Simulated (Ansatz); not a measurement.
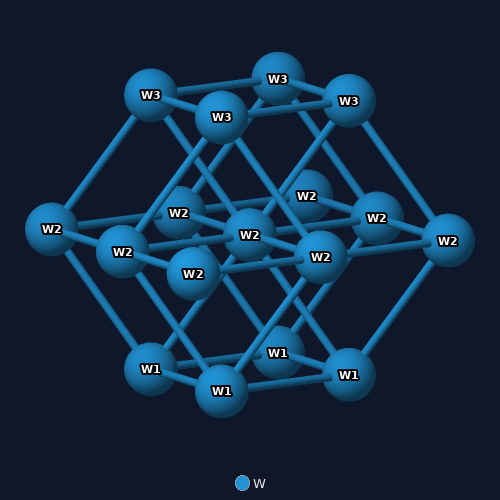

The system is C on a W(110) slab cut from the Im-3m phase, its upper half relaxed before the scan (3 atoms of substrate and one adsorbate in a 1 × 1 cell); the picture shows it without the atoms that are moved over the map. 
- C is moved along a line over the surface and along the normal, above a rigid substrate.
- The first coordinate is: position of C4 along the diagonal of the surface cell, from above W3; the second: height of C4 above the plane of W3.
- The grid has 6 × 7 points; 24 points were computed and 12 follow by symmetry. At 6 points there is no value (left out of the scan, as a rule where atoms come close).
- Points are written as (first, second).
- All energies are given in eV relative to the lowest grid point.
- The runs have no spin polarisation, so an open-shell adsorbate far from the surface lies too high.
- These are results of DFT PBEsol, scalar-relativistic, plane waves, PAW (Ansatz 0.2.0), not measurements. Settings: cutoff 420 eV, k-mesh 10×10×1, gaussian smearing 0.1 eV, no spin polarisation.

Range: position of C4 along the diagonal of the surface cell from 0.00 to 2.63 Å; height of C4 above the plane of W3 from 1.35 to 4.13 Å.

### What will the energy surface look like?

The lowest grid point is at (1.58 Å, 1.35 Å) [nearest 2 W at 2.08 Å]. It lies at the edge of the scanned range, so the true minimum may lie outside. The highest grid point, (0.00 Å, 4.13 Å), lies 5.09 eV above the lowest.

```
second ↓, first →  0.00  0.53  1.05  1.58  2.10  2.63
             4.13  5.09  5.09  5.08  5.08  5.08  5.09
             3.43  4.77  4.76  4.74  4.74  4.74  4.76
             2.93  4.20  4.17  4.14  4.14  4.14  4.17
             2.53  3.31  3.27  3.26  3.30  3.26  3.27
             2.14  2.22  2.10  2.07  2.15  2.07  2.10
             1.74     –  1.69  0.98  0.89  0.98  1.69
             1.35     –     –     –  0.00     –     –
```

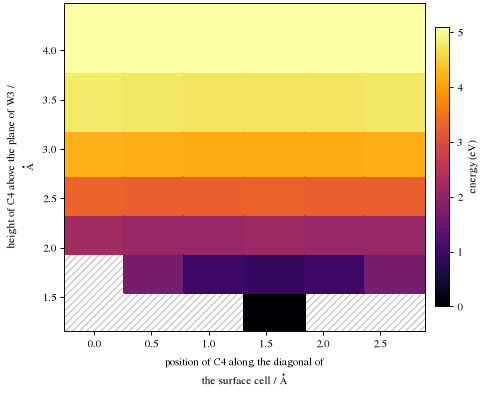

Drawn: one coloured cell a grid point, hatched blanks where no value was computed.

Time for the 24 points that were run: 6.1 min on 1 thread of Intel(R) Xeon(R) Platinum 8375C CPU @ 2.90GHz (Ice Lake), on a shared host.
